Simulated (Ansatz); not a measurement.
## Geometry relaxation, with input and output: Y2C4O (part 4 of 4)

Y2C4O (slab, 14 atoms in the cell); DFT PBEsol, scalar-relativistic, plane waves, PAW, spin-polarised (Ansatz 0.2.0); cutoff 420 eV, 5×4×1 k-mesh, Fermi–Dirac smearing of 0.1 eV, collinear spins. The structure derives from an entry of the Crystallography Open Database. The input holds or restrains some coordinates. It belongs to a series of runs on one base structure; here: end point B relaxed.

Geometry of the input (Å; fractional positions):
```
5.2002  0.0000  0.0000
-2.6001  6.7123  0.0000
0.0000  0.0000  15.5427
Y  0.0000  0.0000  0.0643
C  0.8321  0.6642  0.1253
C  0.4554  0.9108  0.0805
Y  0.2875  0.5750  0.1415
C  0.1196  0.2392  0.2024
C  0.7429  0.4859  0.1576
Y  0.5750  0.1501  0.2186
C  0.4071  0.8142  0.2795
C  0.0304  0.0609  0.2347
Y  0.8625  0.7251  0.2957
C  0.6946  0.3893  0.3566
C  0.3180  0.6359  0.3119
O  0.1959  0.7251  0.4216
O  -0.3750  0.5834  0.4428
```

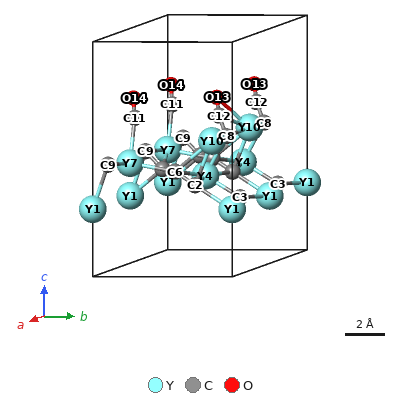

Fig. 1: The geometry at step 38 of the log (ball-and-stick view of the 2 × 1 repeat of the cell, with the vacuum cut short, seen slightly off an axis; atoms are numbered from 1 in the order of the input).

Trajectory as extended XYZ, continued
```
14
Lattice="5.2002 0.0000 0.0000 -2.6001 6.7123 0.0000 0.0000 0.0000 15.5427" Properties=species:S:1:pos:R:3:forces:R:3 step=38 energy=-18271.32457
Y     0.0000    0.0000    1.0000   -0.0238  -1.7661   0.1504
C     2.6179    4.6582    2.1528    0.0029   0.0179  -0.0078
C     0.0000    6.1138    1.2515    0.0161   1.7612  -0.1408
Y     0.0182    4.1879    2.2803   -0.0023   0.0079  -0.0025
C     0.0023    1.7919    2.4850    0.0019   0.0006   0.0002
C     2.6366    3.5462    2.8042   -0.0002  -0.0167   0.0176
Y     2.5681    1.0216    3.1031    0.0015   0.0005   0.0090
C     0.1204    5.3961    4.4171    0.0007  -0.0059  -0.0087
C    -0.0827    0.8120    3.3534   -0.0061  -0.0044   0.0106
Y     2.5398    5.5637    4.5012    0.0041   0.0013  -0.0296
C     1.5491    0.8663    5.3192   -0.0086  -0.0016   0.0036
C    -0.4563    4.7519    5.3735    0.0032   0.0016   0.0039
O    -1.2319    4.3154    6.2012   -0.0014  -0.0034  -0.0007
O    -4.3009    0.5394    6.2461    0.0119   0.0069  -0.0050
```
